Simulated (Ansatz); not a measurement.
AsP$_{2}$ (charge +1)

```xyz
3

P    -0.4576    0.7813    0.8542
P     0.9662   -0.6988    0.3593
As   -0.5086   -0.0824   -1.2135
```

Geometry: PBE-D4/def2-TZVP.

Computed with RKS PBE0-D4/def2-TZVP in Ansatz 0.2.0.

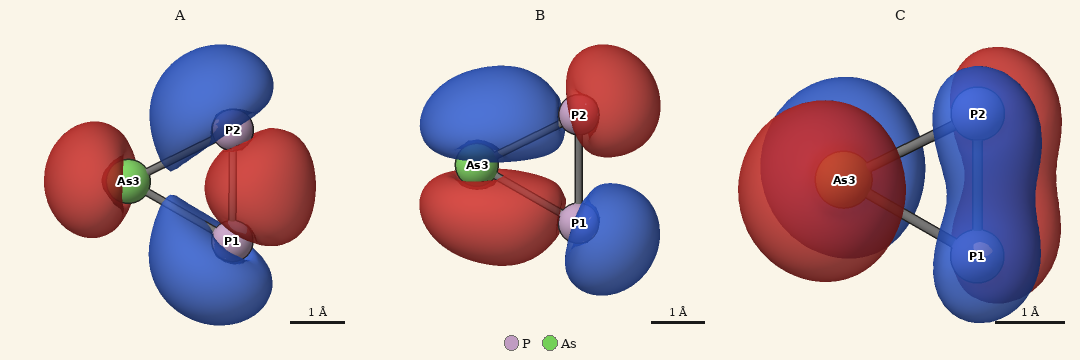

Figure 1. Three frontier orbitals at ±0.1 Å⁻³ᐟ² (red and blue are the two phases), in no order.

Question: Order the three orbitals by energy and name them.

Answer: A is the HOMO−1 (−14.11 eV). Its weight (Hirshfeld) is mainly on P1 (about 40 %), P2 (about 40 %) and As3 (about 20 %); it is symmetric in the molecular plane (an in-plane orbital: σ, lone-pair or in-plane π type). B is the HOMO (−13.64 eV). It lies mainly on As3 (about 45 %), P1 (about 30 %) and P2 (about 30 %); it is symmetric in the molecular plane (an in-plane orbital: σ, lone-pair or in-plane π type). C is the LUMO (−9.44 eV). It lies mainly on As3 (about 65 %), P1 (about 20 %) and P2 (about 20 %); it changes sign across the molecular plane (π type); π-bonding across P1–P2.

Question: What is the HOMO–LUMO gap?

Answer: 4.20 eV between the orbital energies.

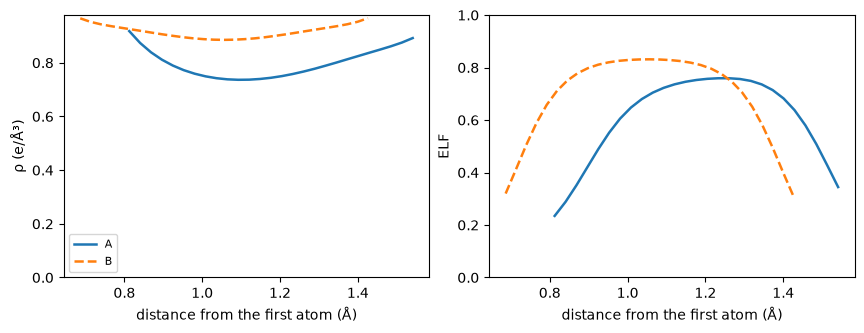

Figure 2. Total electron density and electron localisation function along straight lines between neighbouring atoms. The curves leave out the atomic cores.

Question: Which curve belongs to which contact (As–P and P–P)? The first atom named is at distance zero.

Answer: Curve A: As–P (2.24 Å): ρ at the midpoint is about 0.74 e/Å³; the ELF peaks at about 0.75 between the atoms, as expected for a covalent bond. Curve B: P–P (2.11 Å): ρ is about 0.89 e/Å³ halfway; the ELF peaks at about 0.85 between the atoms: localised, covalent bonding.

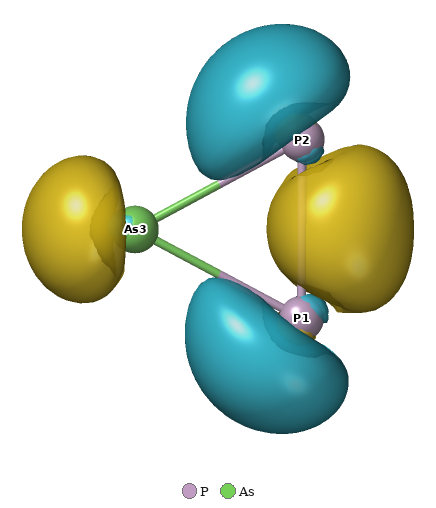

Figure 3. The HOMO−1 at ±0.15 Å⁻³ᐟ² (yellow and cyan are the two phases), seen across its widest extent.

Question: Where does this orbital lie, and at what energy?

Answer: It lies mainly on P1 (about 40 %), P2 (about 40 %) and As3 (about 20 %); it is symmetric in the molecular plane (an in-plane orbital: σ, lone-pair or in-plane π type). Its energy is −14.11 eV.
